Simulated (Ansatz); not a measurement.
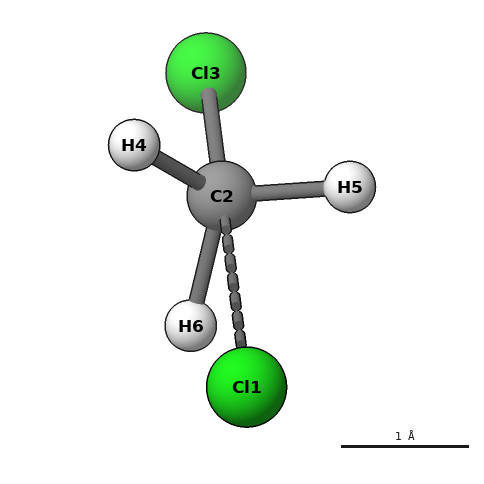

Two molecules or ions; the broken line marks their closest contact (measured against van der Waals radii). Charge −1, singlet. Geometry: a pair of rigid molecules at a changed separation. Program: Ansatz 0.2.0.

Which two species are they?

Answer. Cl and CH3Cl (`CCl.[Cl-]`).

How long is the contact?

Answer. Cl1···C2 is 2.82 Å.

Give the counterpoise-corrected interaction energy (kJ/mol, monomers kept as in the pair) with RHF-CCSD(T) (frozen core)/def2-TZVPPD; ωB97M-V/def2-TZVPPD.

| level | interaction energy (kJ/mol) |
| --- | --- |
| RHF-CCSD(T) (frozen core)/def2-TZVPPD | −33.0 |
| ωB97M-V/def2-TZVPPD | −37.1 |
